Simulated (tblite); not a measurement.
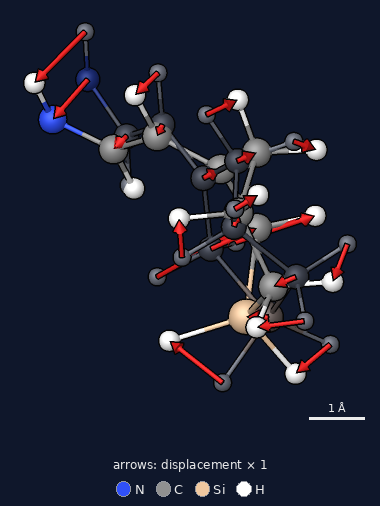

This is a relaxation of C$_{7}$H$_{13}$NSi. The starting structure is drawn faded, the final one solid; red arrows show the displacements, at their true length. The two geometries are superimposed by the best rigid fit.

A ball-and-stick model, seen from a free direction.

Theory: GFN2-xTB geometry optimisation, gas phase in tblite 0.8.0. 

Q: What happened in the run?

A: After 158 geometry steps the energy has fallen by 23.4 kcal/mol. The largest move after the best rigid fit is that of an H atom, 1.92 Å. By element the largest moves are H 1.92 Å, N 1.03 Å, C 0.95 Å, Si 0.42 Å. Some distances before and after: C–N 1.327 → 1.266 Å, C–Si 1.855 → 1.915 Å, C–H 1.126 → 1.093 Å, C–H 1.055 → 1.086 Å. Bond angles that change, for instance: N–C–C 115.2° → 127.1°, C–C–C 124.2° → 114.2°, C–C–Si 114.6° → 106.8°. Groups turn about C–C by about 70°, C–Si by about 50°, C–C by about 40°. Cost: 2.5 s on 1 thread of Arm Neoverse N1, with other jobs on the host.
